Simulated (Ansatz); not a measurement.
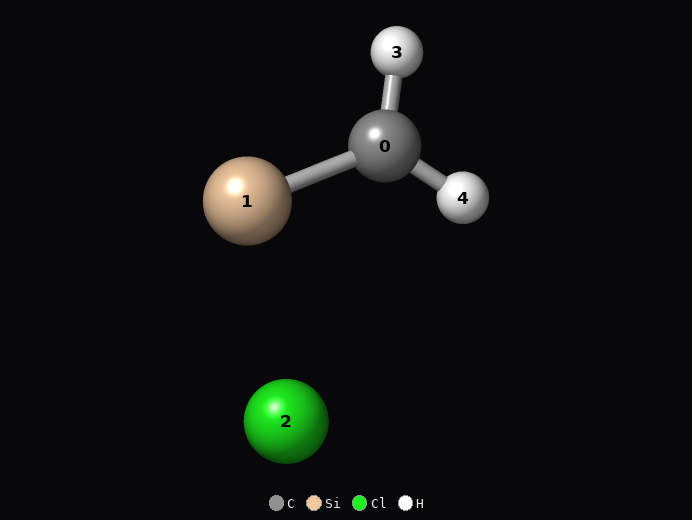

The structure as it stands in the input. Atoms are numbered from 0, in the order of the input.

Ansatz 0.2.0 input:

```yaml
crystal:
  periodic: [false, false, false]
  atoms:
    - {symbol: C, position_ang: [-0.418090, 0.554450, -0.303100]}
    - {symbol: Si, position_ang: [-0.267590, -0.355150, 1.203730]}
    - {symbol: Cl, position_ang: [1.667200, -1.950500, 0.694940]}
    - {symbol: H, position_ang: [-1.174170, 1.331950, -0.405930]}
    - {symbol: H, position_ang: [0.192650, 0.419250, -1.189640]}
basis:
  gaussian: {orbitals: STO-3G}
total_charge: -1
hamiltonian: {xc: pbe0, dispersion: d4}
md: {n_steps: 60, timestep: 0.5, temperature: 1500, ensemble: nvt_langevin, seed: 243, friction: 0.05, initial_velocities: maxwell_boltzmann}
```

Command:

```sh
ansatz run in.yaml --threads 2 --pin off --events-out ev --progress --plain --max-ram 3481MiB
```

Result (its end):

```
mean field -21217.83053285 eV, -779.7408901203 hartree, gradient 8.5e-5 eV, S^2 0.000000; 1 other end points of the search recorded, 0 dependent functions left out
the calculation of the forces begins
reference -21217.83054567 eV, -779.7408905912 hartree; 20, 20 occupied and 5, 5 virtual orbitals, 319 factors
md step    60: t =    30.00 fs  T =  1503.8 K  F+E_penalty+E_count = -21217.94024610 eV  E_kin = 0.971935 eV  (20 SCF iters, 3 dispersion substeps)
Total energy: -21217.94025891 eV, -779.7449224785 hartree
Atom 0 at    -0.211403     0.298324    -0.265672 Å, force    -0.571201     1.684703    -2.728482 eV/Å
Atom 1 at    -0.330849    -0.519632     1.158908 Å, force     1.262023    -2.091648     1.899269 eV/Å
Atom 2 at     1.617787    -1.954012     0.804497 Å, force    -1.118417     0.712570     0.273981 eV/Å
Atom 3 at    -0.993915     1.068989    -0.460090 Å, force     0.525035    -0.383915     0.025948 eV/Å
Atom 4 at     0.416677     0.180740    -1.164150 Å, force    -0.097440     0.078290     0.529284 eV/Å
Dipole moment:    -0.267097     0.136698     0.091855 e Å
```

The run converged.
